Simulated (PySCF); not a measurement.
# C₆H₇OSe+: excited states, first hyperpolarisability

What do calculations give for the excited states, first hyperpolarisability of C₆H₇OSe+ (`C[Se]c1cc[o+]cc1`)?

Programs: PySCF 2.14.0, with routines of our own; each step states its level. All values are computed. Atoms count from 0.

## 1. The system as given

15 atoms, charge 1, multiplicity 1; geometry from: GFN2-xTB.

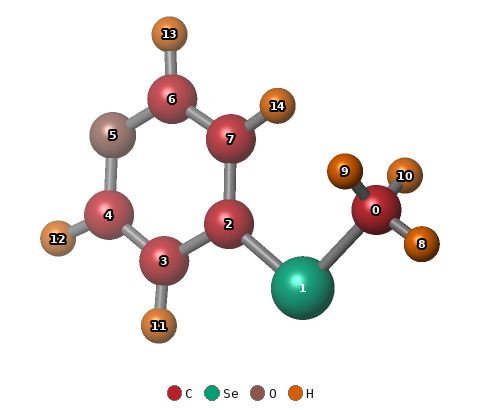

The starting geometry (carbon red, selenium teal, oxygen brown, hydrogen orange).

## 2. Optimising the geometry at PBE0-D3(BJ)/def2-SVP

The job: settings as JSON, then the geometry in Å.

```
{"job": {"xc": "PBE0", "basis": "def2-SVP", "d3": "d3bj", "grid": 2, "kind": "geom"}, "charge": 1, "multiplicity": 1}
C      2.819561     0.312336    -0.141970
Se     1.678660    -1.240850    -0.406788
C     -0.004039    -0.548034    -0.126450
C     -1.126688    -1.413571    -0.235115
C     -2.376786    -0.921639    -0.028805
O     -2.606961     0.348662     0.274151
C     -1.586374     1.182282     0.381553
C     -0.292205     0.802534     0.197302
H      3.840908    -0.033102    -0.287370
H      2.711588     0.689141     0.871960
H      2.592069     1.077276    -0.880011
H     -0.985305    -2.455689    -0.479451
H     -3.278063    -1.516138    -0.092218
H     -1.884256     2.192464     0.630344
H      0.493476     1.532319     0.300956
```

On the command line:

```bash
OMP_NUM_THREADS=1 python excited_run.py task.json out
```

One launch serves the whole session: the jobs run in the order shown.

The program printed:

```text
step   0  E = -2708.20967655  max force = 0.009354
step   1  E = -2708.21080854  max force = 0.002332
step   2  E = -2708.21083301  max force = 0.000873
step   3  E = -2708.21083591  max force = 0.000876
step   4  E = -2708.21083735  max force = 0.000712
step   5  E = -2708.21084111  max force = 0.000106
optimisation converged
```

Wall time 72 s (1 thread of Intel Xeon Platinum 8488C, shared host); peak memory 0.88 GiB.

The steps of the relaxation:

```csv
step,energy from step 0 (eV),largest force component (eV/Å)
0,0.0000,0.4810
1,-0.0308,0.1199
2,-0.0315,0.0449
3,-0.0315,0.0450
4,-0.0316,0.0366
5,-0.0317,0.0055
```

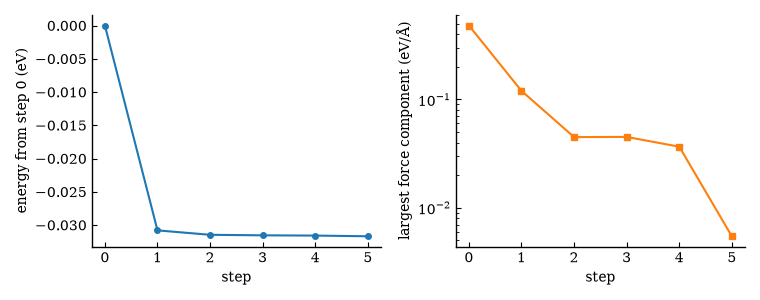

Energy and largest force along the relaxation.

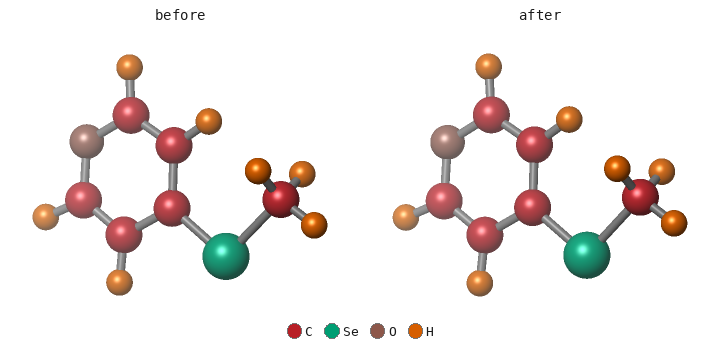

Before and after, at one scale.

Close pairs (by a distance rule), those that changed most:

```csv
bond,before (Å),after (Å),change (Å)
C7–H14,1.077,1.090,+0.013
C3–H11,1.080,1.092,+0.013
C0–Se1,1.945,1.933,-0.012
C0–H10,1.087,1.098,+0.011
C0–H9,1.087,1.098,+0.011
C0–H8,1.088,1.099,+0.011
C4–H12,1.082,1.091,+0.010
C6–H13,1.082,1.092,+0.010
```

The end geometry stands in the next job.

```
                         at the end point                value
  point group (found at 0.08 Å tolerance)                   Cs
rotational constants (GHz, main isotopes)  3.824, 0.849, 0.698
```

## 3. Excited states: TDA wB97X-D/def2-TZVP

The job: settings as JSON, then the geometry in Å.

```
{"job": {"kind": "states", "xc": "wB97X-D", "basis": "def2-TZVP", "tda": true, "soc": true, "nstates": 6, "ntriplets": 5, "nquad": 4}, "charge": 1, "multiplicity": 1}
C      2.714268     0.234122    -0.142897
Se     1.616924    -1.334018    -0.413876
C     -0.071131    -0.652697    -0.135763
C     -1.178623    -1.536486    -0.249947
C     -2.437534    -1.058599    -0.048797
O     -2.665956     0.215556     0.252724
C     -1.661472     1.071210     0.368170
C     -0.361948     0.697441     0.187218
H      3.745350    -0.113642    -0.293987
H      2.608992     0.608957     0.883562
H      2.482325     1.004349    -0.890002
H     -1.049638    -2.592927    -0.495264
H     -3.354311    -1.647396    -0.111279
H     -1.995177     2.080167     0.618275
H      0.414916     1.453829     0.297512
```

With the program's defaults for keys left out, this is: TDA wB97X-D/def2-TZVP excited states, vertical, gas phase, spin-orbit mean-field couplings.

The program printed:

```text
coarse grid: 60896 points
cycle   1  E = -2709.3408191920  dE =  1.036e+00  |g| = 5.932e-01  |ddm| = 3.296e+00
cycle   2  E = -2709.3645646640  dE = -2.375e-02  |g| = 5.566e-01  |ddm| = 8.632e-01
cycle   3  E = -2709.4163475713  dE = -5.178e-02  |g| = 1.027e-01  |ddm| = 3.205e-01
cycle   4  E = -2709.4178737175  dE = -1.526e-03  |g| = 4.769e-02  |ddm| = 1.003e-01
cycle   5  E = -2709.4183261749  dE = -4.525e-04  |g| = 1.132e-02  |ddm| = 4.838e-02
cycle   6  E = -2709.4183556249  dE = -2.945e-05  |g| = 3.133e-03  |ddm| = 1.461e-02
cycle   7  E = -2709.4183578947  dE = -2.270e-06  |g| = 7.106e-04  |ddm| = 4.619e-03
final grid: 129136 points
cycle   8  E = -2709.4177429176  dE = -4.409e-06  |g| = 7.771e-04  |ddm| = 9.066e-03
cycle   9  E = -2709.4177429722  dE = -5.466e-08  |g| = 7.292e-04  |ddm| = 1.192e-03
cycle  10  E = -2709.4177430887  dE = -1.165e-07  |g| = 1.880e-04  |ddm| = 5.428e-04
cycle  11  E = -2709.4177430977  dE = -9.014e-09  |g| = 6.522e-05  |ddm| = 1.878e-04
cycle  12  E = -2709.4177430988  dE = -1.068e-09  |g| = 2.252e-05  |ddm| = 8.705e-05
cycle  13  E = -2709.4177430989  dE = -1.401e-10  |g| = 7.278e-06  |ddm| = 3.306e-05
converged SCF energy = -2709.4177430989

Singlet excitations
state   eV       nm        f     d(h-e)  d(exc)  Lambda  PR(NTO)  |dmu|/D   mu/D   main configurations
  1   4.3210   286.9   0.46847   1.540   3.302   0.664   1.125    1.829    2.386   H->L 0.93
  2   5.1353   241.4   0.01226   1.933   3.482   0.462   1.151    4.351    1.974   H->L+1 0.92
  3   5.7339   216.2   0.00492   1.744   3.360   0.417   1.024    4.255    2.071   H-2->L 0.90
  4   5.7854   214.3   0.00003   0.563   2.772   0.523   1.013    2.260    6.108   H->L+2 0.96
  5   5.8132   213.3   0.17385   0.344   2.865   0.623   1.303                     H-1->L 0.86
  6   6.4965   190.8   0.00063   0.625   3.176   0.484   1.039                     H-3->L 0.85

Triplet excitations (Tamm-Dancoff)
state   eV     d(h-e)  d(exc)  Lambda  PR(NTO)   main configurations
  1   2.6620   1.442   3.239   0.667   1.015   H->L 0.98
  2   3.9889   0.036   2.677   0.610   1.452   H-1->L 0.79, H->L+1 0.17
  3   4.6629   1.181   3.242   0.515   1.398   H->L+1 0.71, H-1->L 0.19
  4   4.9483   0.212   2.373   0.856   1.145   H-1->L+1 0.87
  5   5.3012   0.480   2.954   0.474   2.021   H->L+2 0.49, H-2->L 0.39
S1 - T1 = 1.6589 eV

Spin-orbit couplings |<S|Hso|T>| (cm-1)
             T1       T2       T3       T4       T5
S0        2.716    0.669    2.673    3.271  555.303
S1        0.587    0.172    0.346    0.174  503.397
S2        0.608    0.043    0.080    0.183   56.869
S3      568.579   15.368    9.864   62.278   59.517
S4      192.028    2.453    7.066   25.076   11.242
S5        0.571    0.024    0.059    0.106   35.267
S6      392.480   10.161    4.245   44.048  217.618
T1 sublevels (cm-1): 0.000 2.307 7.448   radiative rates (1/s): 312 28.8 15
```

Run time: 80 s. Hardware: 1 thread of Intel Xeon Platinum 8488C, shared host; peak memory 1.3 GiB.

In short:

| quantity | value |
| --- | --- |
| S1 less T1 | 1.66 eV |

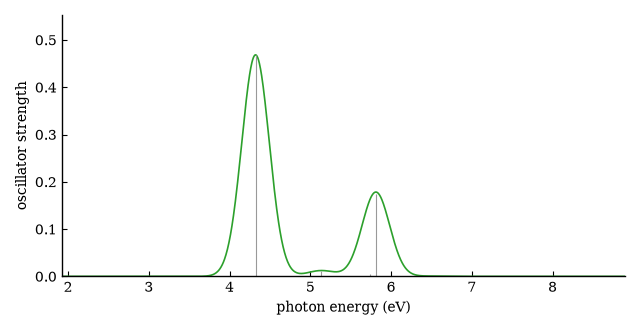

Absorption lines of the singlets. Lines are broadened to a width of 0.40 eV (Gaussian).

## 4. Excited states: TDDFT CAM-B3LYP/aug-cc-pVDZ

The job, as its differences from that of step 3:

```diff
@@ -1,2 +1,2 @@
-{"job": {"kind": "states", "xc": "wB97X-D", "basis": "def2-TZVP", "tda": true, "soc": true, "nstates": 6, "ntriplets": 5, "nquad": 4}, "charge": 1, "multiplicity": 1}
+{"job": {"kind": "states", "xc": "CAM-B3LYP", "basis": "aug-cc-pVDZ", "tpa": true, "nstates": 8, "nquad": 6, "ntriplets": 0}, "charge": 1, "multiplicity": 1}
 C      2.714268     0.234122    -0.142897
```

With the program's defaults for keys left out, this is: TDDFT CAM-B3LYP/aug-cc-pVDZ excited states, vertical, gas phase, two-photon moments by quadratic response.

The program printed:

```text
coarse grid: 60896 points
cycle   1  E = -2709.2487484917  dE =  1.045e+00  |g| = 4.927e-01  |ddm| = 1.435e+01
cycle   2  E = -2709.2556578472  dE = -6.909e-03  |g| = 5.277e-01  |ddm| = 3.349e+00
cycle   3  E = -2709.3129593101  dE = -5.730e-02  |g| = 7.984e-02  |ddm| = 1.652e+00
cycle   4  E = -2709.3138261220  dE = -8.668e-04  |g| = 4.798e-02  |ddm| = 3.535e-01
cycle   5  E = -2709.3143621931  dE = -5.361e-04  |g| = 1.161e-02  |ddm| = 1.527e-01
cycle   6  E = -2709.3143981412  dE = -3.595e-05  |g| = 1.951e-03  |ddm| = 4.593e-02
cycle   7  E = -2709.3143992967  dE = -1.155e-06  |g| = 6.439e-04  |ddm| = 1.012e-02
final grid: 129136 points
cycle   8  E = -2709.3143758437  dE = -3.995e-08  |g| = 6.402e-04  |ddm| = 1.241e-02
cycle   9  E = -2709.3143758225  dE =  2.123e-08  |g| = 7.076e-04  |ddm| = 4.365e-03
cycle  10  E = -2709.3143759564  dE = -1.339e-07  |g| = 7.822e-05  |ddm| = 2.205e-03
cycle  11  E = -2709.3143759579  dE = -1.472e-09  |g| = 1.696e-05  |ddm| = 2.047e-04
cycle  12  E = -2709.3143759580  dE = -9.413e-11  |g| = 7.677e-06  |ddm| = 1.033e-04
converged SCF energy = -2709.3143759580

Singlet excitations
state   eV       nm        f     d(h-e)  d(exc)  Lambda  PR(NTO)  |dmu|/D   mu/D   delta(TPA)   sigma/GM   main configurations
  1   4.0584   305.5   0.33062   1.519   3.315   0.647   1.172    2.447    1.976      405.33      2.446   H->L 0.96
  2   5.0260   246.7   0.00907   1.777   3.446   0.469   1.233    4.089    1.893        2.84      0.026   H->L+1 0.90, H-1->L 0.09
  3   5.5509   223.4   0.12264   0.260   2.903   0.611   1.397    0.389    4.235       80.43      0.908   H-1->L 0.88, H->L+1 0.09
  4   5.6819   218.2   0.00028   0.539   2.925   0.452   1.089    2.238    6.023        0.90      0.011   H->L+2 0.80
  5   5.7267   216.5   0.00330   1.712   3.381   0.411   1.121    4.201    2.120        8.00      0.096   H-2->L 0.87
  6   6.5072   190.5   0.00061   0.628   3.194   0.491   1.048    1.831    2.831        0.60      0.009   H-4->L 0.83
  7   6.8543   180.9   0.03161   0.239   2.747   0.779   2.188                                            H-3->L 0.51, H-1->L+1 0.44
  8   6.8733   180.4   0.00100   1.019   3.867   0.361   1.055                                            H->L+3 0.75, H->L+6 0.09
```

Run time: 81 s. Hardware: 1 thread of Intel Xeon Platinum 8488C, shared host; peak memory 1.2 GiB.

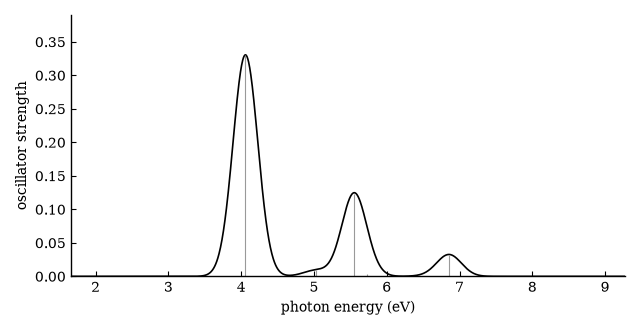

Absorption lines of the singlets. Lines are broadened to a width of 0.40 eV (Gaussian).

## 5. First hyperpolarisability: quadratic response CAM-B3LYP/aug-cc-pVDZ

The job, as its differences from that of step 4:

```diff
@@ -1,2 +1,2 @@
-{"job": {"kind": "states", "xc": "CAM-B3LYP", "basis": "aug-cc-pVDZ", "tpa": true, "nstates": 8, "nquad": 6, "ntriplets": 0}, "charge": 1, "multiplicity": 1}
+{"job": {"kind": "beta", "xc": "CAM-B3LYP", "basis": "aug-cc-pVDZ"}, "charge": 1, "multiplicity": 1}
 C      2.714268     0.234122    -0.142897
```

With the program's defaults for keys left out, this is: quadratic response CAM-B3LYP/aug-cc-pVDZ first hyperpolarisability, Taylor convention, gas phase.

The program printed:

```text
coarse grid: 60896 points
cycle   1  E = -2709.2487484917  dE =  1.045e+00  |g| = 4.927e-01  |ddm| = 1.435e+01
cycle   2  E = -2709.2556578472  dE = -6.909e-03  |g| = 5.277e-01  |ddm| = 3.349e+00
cycle   3  E = -2709.3129593101  dE = -5.730e-02  |g| = 7.984e-02  |ddm| = 1.652e+00
cycle   4  E = -2709.3138261220  dE = -8.668e-04  |g| = 4.798e-02  |ddm| = 3.535e-01
cycle   5  E = -2709.3143621931  dE = -5.361e-04  |g| = 1.161e-02  |ddm| = 1.527e-01
cycle   6  E = -2709.3143981413  dE = -3.595e-05  |g| = 1.951e-03  |ddm| = 4.593e-02
cycle   7  E = -2709.3143992967  dE = -1.155e-06  |g| = 6.439e-04  |ddm| = 1.012e-02
final grid: 129136 points
cycle   8  E = -2709.3143758437  dE = -3.996e-08  |g| = 6.402e-04  |ddm| = 1.241e-02
cycle   9  E = -2709.3143758225  dE =  2.123e-08  |g| = 7.076e-04  |ddm| = 4.365e-03
cycle  10  E = -2709.3143759564  dE = -1.339e-07  |g| = 7.822e-05  |ddm| = 2.205e-03
cycle  11  E = -2709.3143759579  dE = -1.469e-09  |g| = 1.696e-05  |ddm| = 2.047e-04
cycle  12  E = -2709.3143759580  dE = -9.777e-11  |g| = 7.677e-06  |ddm| = 1.033e-04
converged SCF energy = -2709.3143759580

Lowest singlets (eV, f): 4.0584 0.3306  5.0260 0.0091  5.5509 0.1226

First hyperpolarisability (au)
process     nm      |vector|   parallel      HRS      DR
static         -      634.89    -325.49     314.19   3.225
shg       1907.0      744.82    -384.39     362.96    3.35
eope      1907.0      668.69     -343.6          -       -
shg       1064.0     1119.73    -585.48     527.33   3.677
eope      1064.0      753.57    -389.07          -       -
```

Wall time 62 s (1 thread of Intel Xeon Platinum 8488C, shared host); peak memory 1.2 GiB.

## 6. What came out

```
                                                   quantity                                                 value
                                                point group                                                    Cs
                       rotational constants (main isotopes)                                  3.82, 0.85, 0.70 GHz
                 S1 less T1 (step 3, TDA wB97X-D/def2-TZVP)                                               1.66 eV
β vector (step 5, quadratic response CAM-B3LYP/aug-cc-pVDZ)  static 635, SHG 1907.0 nm 745, SHG 1064.0 nm 1120 au
```

**Reading.** Over 5 steps the energy fell by 0.032 eV; of the close pairs, C7–H14 changed most, 1.077 to 1.090 Å. Scalar relativity is left out for the heavy atoms. In step 3, the number of triplets below S1 is 2, and the largest singlet-triplet spin-orbit coupling is S3–T1, 568.58 cm⁻¹. Steps that list no spin-orbit terms leave them out, which matters at and beside the heavy atoms. β grows from 635 au (static) to 1120 au for doubling at 1064.0 nm: normal dispersion, which grows as twice the photon energy moves toward the bright states.
